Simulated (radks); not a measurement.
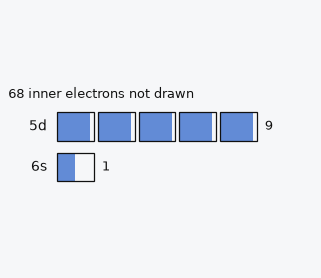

Figure 1. The outer shells as the input fills them: a box for each of the 2l + 1 orbitals, shaded by the share of the shell that is filled, with the electron count at the right.

# Run report: Pt, atomic calculation

- system: Pt, configuration [Xe] 4f14 5d9 6s1.
- method: Dirac Kohn-Sham, PBE, spin-unpolarised, spherical densities, finite nucleus (radks)

**What the run reported**

- outcome: not converged
- total energy: −18041.7689 hartree
- kinetic energy: 19828.7781 hartree
- electron–nucleus energy: −42274.6591 hartree
- Hartree energy: 4701.7940 hartree
- exchange–correlation energy: −297.681944 hartree
- SCF iterations: 58
- hardware: 1 thread of Arm Neoverse N1, 77 GiB of memory available, shared host
- wall time: 2 s

**Diagnosis**

A numerical setting was moved from its usual value: mixing history nhist = 1, mixing factor beta = 0.8. The run did not meet its convergence test in 58 iterations, so its last values are not results.

**Input**
```
Z 78
configuration [Xe] 4f14 5d9 6s1
relativity Dirac
functional pbe,pbe
spin unpolarised
j_filling energy
nucleus finite rms 5.427 fm
c 137.035999084
history 1
mixing 0.8
max_iterations 58
```

Energies in input and log are in hartree, lengths in bohr (the nuclear radius in fm).

Launched within a batch (the task file carries these settings):
```bash
python <driver script> task.json out
```

**Log**
```
1s1/2   1   2.0000       -2858.62537100
2s1/2   1   2.0000        -488.51597927
2p1/2   1   2.0000        -467.32684527
2p3/2   1   4.0000        -404.01971223
3s1/2   1   2.0000        -105.45323479
3p1/2   1   2.0000         -95.79346669
3p3/2   1   4.0000         -82.26825968
3d3/2   1   4.0000         -65.88412473
3d5/2   1   6.0000         -63.01015978
4s1/2   1   2.0000         -18.11259406
4p1/2   1   2.0000         -14.19398678
4p3/2   1   4.0000         -11.50307342
4d3/2   1   4.0000          -5.22708326
4d5/2   1   6.0000          -4.80722548
4f5/2   1   6.0000           0.00015121
4f7/2   1   8.0000           0.00015121
5s1/2   1   2.0000          -1.85362288
5p1/2   1   2.0000          -0.96683871
5p3/2   1   4.0000          -0.73431918
5d3/2   1   4.0000          -0.00014910
5d5/2   1   5.0000          -0.00014906
6s1/2   1   1.0000          -0.09354998
Etot -18041.768887644088
Ekin 19828.778091439934
Encl -42274.65906489885
Eh 4701.794029613667
Exc -297.68194379883835
err 43.33781510390645
it 58
```
